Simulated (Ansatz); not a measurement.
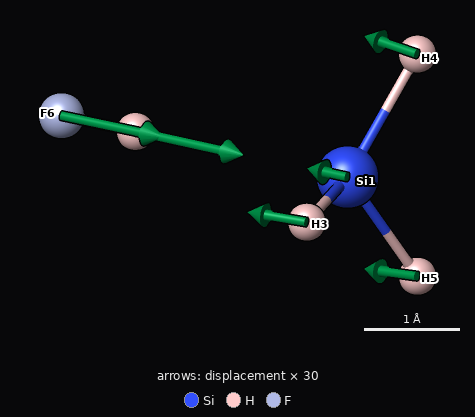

A relaxation of SiH4F (multiplicity 2). The starting structure is drawn; green arrows show the displacements, magnified 30 times. The two geometries are superimposed by the best rigid fit.

The picture is a ball-and-stick view, seen at a tilt.

The run prepares an end point of a later path (reaction) calculation, from a guessed geometry.

Level of theory: Ansatz 0.2.0, UKS PBE0-D4/def2-SVP.

The input:
```yaml
crystal:
  periodic: [false, false, false]
  atoms:
    - { symbol: Si, position_ang: [0.000368, 0.0, -0.303835] }
    - { symbol: H, position_ang: [-0.000956, 0.0, 2.35546] }
    - { symbol: H, position_ang: [1.432068, 0.0, -0.716377] }
    - { symbol: H, position_ang: [-0.715389, 1.239843, -0.716694] }
    - { symbol: H, position_ang: [-0.715389, -1.239843, -0.716694] }
    - { symbol: F, position_ang: [0.000698, 0.0, 3.279539] }
magnetization:
  spin_polarized: true
  initial_magnetization: 1
basis:
  gaussian: { orbitals: def2-SVP }
hamiltonian:
  xc: pbe0
  dispersion: d4
relax:
  f_tol: 0.03
  max_steps: 50
```

Command:
```bash
ansatz run input.yaml --threads 1 --pin off --max-ram 2048MiB --backend cpu --events-out ev --progress --plain --runs-dir out
```

Q: What happened in the run?

A: Over 2 accepted moves (3 points after the start) the energy falls by 0.001 eV. Largest force component: 0.13 eV/Å at the start, 0.003 eV/Å at the end. The line search rejected the trial step at point 2 of the run. H2 moves most after the best rigid fit: 0.046 Å. By element the largest moves are H 0.046 Å, F 0.043 Å, Si 0.018 Å. The run took 6.3 s on 1 thread of Arm Neoverse V2, with other jobs on the host, peak memory 0.12 GiB.

Limits of the set-up: the start holds two separate molecules, 2.7 Å apart at their closest, whose relative position is a soft coordinate.
